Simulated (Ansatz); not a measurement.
Si3N4 (space group I-43d)

```
Si3N4
1.0
   -3.22738     3.22738     3.22738
    3.22738    -3.22738     3.22738
    3.22738     3.22738    -3.22738
N Si
8 6
Direct
  0.56149   0.56149   0.56149
  0.43851   0.50000   0.00000
  0.50000   0.00000   0.93851
  0.00000   0.43851   0.50000
  0.93851   0.50000   0.00000
  0.06149   0.06149   0.06149
  0.00000   0.93851   0.50000
  0.50000   0.00000   0.43851
  0.25000   0.12500   0.87500
  0.87500   0.25000   0.12500
  0.75000   0.37500   0.62500
  0.62500   0.75000   0.37500
  0.12500   0.87500   0.25000
  0.37500   0.62500   0.75000
```

Equation-of-state scan: isotropic scaling of the cell above, V₀ being its volume. The atoms relax within the cell's symmetry.

Level of theory: PBEsol (plane waves to 420 eV, PAW, scalar-relativistic; Ansatz, a quantum-chemistry and plane-wave program). k mesh 6×6×6 (Γ-centred), Fermi-Dirac smearing 0.05 eV. Energies are smeared free energies. Si3N4 was relaxed with its symmetry unable to fall. This is one of several known forms of Si3N4; the measured ambient cells at hand have space group No. 159 or 176. The zero of ΔE is the relaxed starting cell.

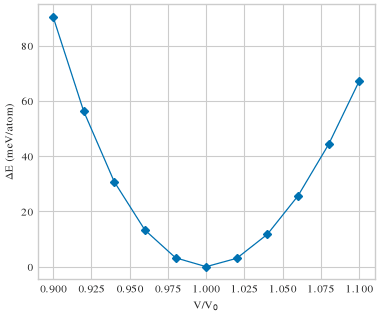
*ΔE (meV/atom) against V/V₀; one marker a computed point.*

Task: What is ΔE at V/V₀ = 0.900?

Result: About 91 meV/atom.

Task: What is ΔE at V/V₀ = 1.100?

Result: About 67 meV/atom.

Task: What bulk modulus B₀ follows from a third-order Birch-Murnaghan fit?

Result: About 260 GPa.

(Under strain, the slope of the energy per volume gives the stress and its curvature an elastic modulus.)
